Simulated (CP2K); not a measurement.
# GFN2-xTB run of CH4FNSi (SMILES [H]/N=C\[SiH2]F)

What is the vertical electron affinity of CH4FNSi at GFN2-xTB? 

Program for the calculation: CP2K 2026.2.

3 further runs of the same task are left out: 3 set aside as unsound or not needed.

### 1 The structure to begin with

The species is CH4FNSi (8 atoms), meant as a singlet with charge 0. As SMILES, `[H]/N=C\[SiH2]F`. The shape is that of a GFN2-xTB optimisation. This is one conformer, not always the lowest.

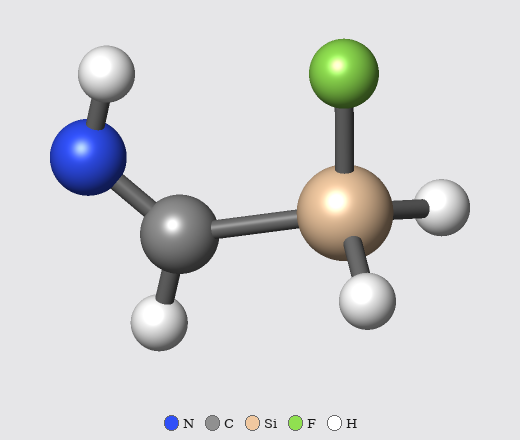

Viewed from a chosen angle; nitrogen blue, carbon grey, silicon light orange, fluorine green, hydrogen white.

### 2 Energy and gradient at GFN2-xTB

Input file qs.inp:

```
&GLOBAL
  PROJECT_NAME qs
  RUN_TYPE ENERGY_FORCE
  PRINT_LEVEL MEDIUM
&END GLOBAL

&FORCE_EVAL
  METHOD QUICKSTEP
  &DFT
    CHARGE 0
    MULTIPLICITY 1
    &QS
      METHOD XTB
      EPS_DEFAULT 1.0E-10
      &XTB
        GFN_TYPE TBLITE
        &TBLITE
          METHOD GFN2
        &END TBLITE
        CHECK_ATOMIC_CHARGES F
      &END XTB
    &END QS
    # no periodic images
    &POISSON
      PERIODIC NONE
      POISSON_SOLVER ANALYTIC
    &END POISSON
    &SCF
      SCF_GUESS ATOMIC
      EPS_SCF 1.0E-06
      MAX_SCF 150
      ADDED_MOS 4
      &DIAGONALIZATION
        ALGORITHM STANDARD
      &END DIAGONALIZATION
      &MIXING
        METHOD DIRECT_P_MIXING
        ALPHA 0.4
      &END MIXING
      &SMEAR ON
        METHOD FERMI_DIRAC
        ELECTRONIC_TEMPERATURE [K] 300
      &END SMEAR
    &END SCF
    # extra output
    &PRINT
      &MOMENTS
        PERIODIC F
        REFERENCE COM
        MAX_MOMENT 1
      &END MOMENTS
      &MO ON
        ENERGIES T
        OCCUPATION_NUMBERS T
        NDIGITS 6
        &EACH
          QS_SCF 0
        &END EACH
        ADD_LAST NUMERIC
      &END MO
      &HIRSHFELD OFF
      &END HIRSHFELD
    &END PRINT
  &END DFT
  &SUBSYS
    # box in angstrom
    &CELL
      ABC [angstrom] 14.7 15.1 14.8
      PERIODIC NONE
    &END CELL
    &COORD
      N     -0.548260     1.651030    -0.619890
      C      0.108070     0.959770     0.202120
      Si     0.253090    -0.938010     0.273400
      F     -0.662200    -1.480320    -0.937650
      H     -1.056330     1.114750    -1.324810
      H      0.646280     1.541870     0.949870
      H      1.603970    -1.377090    -0.028470
      H     -0.344620    -1.472010     1.485430
    &END COORD
    &TOPOLOGY
      &CENTER_COORDINATES
      &END CENTER_COORDINATES
    &END TOPOLOGY
  &END SUBSYS
  # extra output
  &PRINT
    &FORCES ON
    &END FORCES
  &END PRINT
&END FORCE_EVAL
```

The run is started by

```bash
$ OMP_NUM_THREADS=1 cp2k.psmp qs.inp > qs.out
```

Log:

```text
CP2K| version string:                                       CP2K version 2026.2
[...]
 GLOBAL| Method name                                                        CP2K
[...]
 GLOBAL| Run type                                                   ENERGY_FORCE
[...]
                             - Atoms:                                          8
[...]
                             - Spherical basis functions:                     25
[...]
 Number of electrons:                                                         24
[...]
  *** SCF run converged in    20 steps ***
[...]
  Fermi energy:                                                -0.30500320725608
[...]
 TB_DIPOLE| Moment [Debye]          1.19539717      -0.78050015       1.49134618
 TB_DIPOLE| Derivative [a.u.]       0.00000000       0.00000000       0.00000000
[...]
 ENERGY| Total FORCE_EVAL ( QS ) energy [hartree]            -13.576026148487932
 FORCES| Atomic forces [hartree/bohr]
 FORCES|   Atom     x               y               z               |f|
 FORCES|      1  3.50986901E-05  5.59947571E-05 -1.59069055E-05   6.79732338E-05
 FORCES|      2 -1.24361441E-04  1.98422280E-05 -2.61644217E-05   1.28623711E-04
 FORCES|      3 -2.32957186E-04  7.69301800E-05  1.84083165E-04   3.06714712E-04
 FORCES|      4  2.00461982E-05 -1.34854431E-04 -4.03560840E-05   1.42183617E-04
 FORCES|      5  2.40519268E-05  1.14604388E-05  8.28643637E-05   8.70421715E-05
 FORCES|      6  3.61634071E-05  8.49165122E-06  8.75982895E-06   3.81658848E-05
 FORCES|      7  1.51099339E-04 -1.12116102E-04 -3.08814001E-05   1.90669063E-04
 FORCES|      8  9.08590659E-05  7.42512777E-05 -1.62398546E-04   2.00354461E-04
 FORCES| Sum     8.32802794E-17  1.37002497E-16  1.16172263E-16
 FORCES| Total atomic force                                       1.97993141E-16
[...]
```

Wall time 1.2 s (1 thread of AMD EPYC 7R43 (Zen 3), shared host); peak memory 0.18 GiB.

### 3 The doublet anion at the same level

Input file run.inp:

```
&GLOBAL
  PROJECT run
  RUN_TYPE ENERGY_FORCE
  PRINT_LEVEL MEDIUM
&END GLOBAL

&FORCE_EVAL
  METHOD QS
  &DFT
    CHARGE -1
    MULTIPLICITY 2
    UKS T
    &QS
      METHOD XTB
      EPS_DEFAULT 1.0E-10
      &XTB
        GFN_TYPE TBLITE
        &TBLITE
          METHOD GFN2
        &END TBLITE
        CHECK_ATOMIC_CHARGES F
      &END XTB
    &END QS
    ! cluster boundary conditions
    &POISSON
      PERIODIC NONE
      POISSON_SOLVER ANALYTIC
    &END POISSON
    ! self-consistent field
    &SCF
      SCF_GUESS ATOMIC
      EPS_SCF 1.0E-06
      MAX_SCF 150
      ADDED_MOS 2
      &DIAGONALIZATION
        ALGORITHM STANDARD
      &END DIAGONALIZATION
      &MIXING
        METHOD DIRECT_P_MIXING
        ALPHA 0.4
      &END MIXING
      &SMEAR ON
        METHOD FERMI_DIRAC
        ELECTRONIC_TEMPERATURE [K] 300
      &END SMEAR
    &END SCF
    ! extra output
    &PRINT
      &MOMENTS
        PERIODIC F
        REFERENCE COM
        MAX_MOMENT 1
      &END MOMENTS
      &MO ON
        ENERGIES T
        OCCUPATION_NUMBERS T
        NDIGITS 6
        &EACH
          QS_SCF 0
        &END EACH
        ADD_LAST NUMERIC
      &END MO
      &HIRSHFELD OFF
      &END HIRSHFELD
    &END PRINT
  &END DFT
  ! atoms, cell and kinds
  &SUBSYS
    &CELL
      ABC 14.7 15.1 14.8
      PERIODIC NONE
    &END CELL
    &COORD
      N     -0.548260     1.651030    -0.619890
      C      0.108070     0.959770     0.202120
      Si     0.253090    -0.938010     0.273400
      F     -0.662200    -1.480320    -0.937650
      H     -1.056330     1.114750    -1.324810
      H      0.646280     1.541870     0.949870
      H      1.603970    -1.377090    -0.028470
      H     -0.344620    -1.472010     1.485430
    &END COORD
    &TOPOLOGY
      &CENTER_COORDINATES
      &END CENTER_COORDINATES
    &END TOPOLOGY
  &END SUBSYS
  &PRINT
    &FORCES ON
    &END FORCES
  &END PRINT
&END FORCE_EVAL
```

The run is started by

```bash
$ OMP_NUM_THREADS=1 cp2k.psmp run.inp > run.out
```

Log:

```text
CP2K| version string:                                       CP2K version 2026.2
[...]
 GLOBAL| Method name                                                        CP2K
[...]
 GLOBAL| Run type                                                   ENERGY_FORCE
[...]
                             - Atoms:                                          8
[...]
                             - Spherical basis functions:                     25
[...]
 Number of electrons:                                                         13
[...]
  *** SCF run converged in    23 steps ***
[...]
  Fermi energy:                                                 0.00324333989940
[...]
 TB_DIPOLE| Moment [Debye]          0.55916624      -2.60628766       0.56121003
 TB_DIPOLE| Derivative [a.u.]       0.00000000       0.00000000       0.00000000
[...]
 ENERGY| Total FORCE_EVAL ( QS ) energy [hartree]            -13.712862782338085
 FORCES| Atomic forces [hartree/bohr]
 FORCES|   Atom     x               y               z               |f|
 FORCES|      1 -5.42513523E-02  7.48126932E-02 -6.70585728E-02   1.14179685E-01
 FORCES|      2  4.91290197E-02 -9.56736855E-02  5.92356880E-02   1.22784288E-01
 FORCES|      3 -7.32757521E-04  7.25586552E-02  4.52066430E-03   7.27030383E-02
 FORCES|      4 -6.67493638E-03 -1.35742437E-02 -9.72636826E-03   1.79838013E-02
 FORCES|      5  1.06466321E-04 -5.41539036E-03 -1.71286524E-04   5.41914448E-03
 FORCES|      6  3.41282497E-03  1.95013440E-03  4.61492857E-03   6.06200991E-03
 FORCES|      7  9.17661945E-03 -1.73370736E-02  6.43683038E-04   1.96264819E-02
 FORCES|      8 -1.65884211E-04 -1.73210896E-02  7.94126367E-03   1.90554804E-02
 FORCES| Sum     3.78657609E-17 -1.24900090E-16  2.11636264E-16
 FORCES| Total atomic force                                       2.48643835E-16
[...]
```

It took 1.4 s on 1 thread of AMD EPYC 7R43 (Zen 3), shared host; peak memory 0.18 GiB.

### 4 Outcome

At GFN2-xTB:

```
                                                  quantity         value
                             singlet CH4FNSi: total energy  -13.57603 Eh
singlet CH4FNSi: dipole moment (from atomic charges alone)        2.06 D
                              singlet CH4FNSi: HOMO energy     -10.00 eV
                              singlet CH4FNSi: LUMO energy      -7.40 eV
                            singlet CH4FNSi: HOMO–LUMO gap       2.60 eV
                 singlet CH4FNSi: largest force on an atom    0.016 eV/Å
                               doublet anion: total energy  -13.71286 Eh
         doublet anion: HOMO energy (highest over α and β)      -0.11 eV
          doublet anion: LUMO energy (lowest over α and β)       0.29 eV
                   doublet anion: largest force on an atom    6.314 eV/Å
         vertical electron affinity (to the doublet anion)      3.724 eV
```

At fixed nuclei the extra electron is bound by 3.72 eV (359 kJ/mol). A minimal valence basis can't be trusted even for the sign of an electron affinity. No empirical shift is applied, and without it xTB methods put this difference several eV too high. The dipole (singlet CH4FNSi) comes from point charges on the atoms alone, without atomic dipoles, so it is partial.
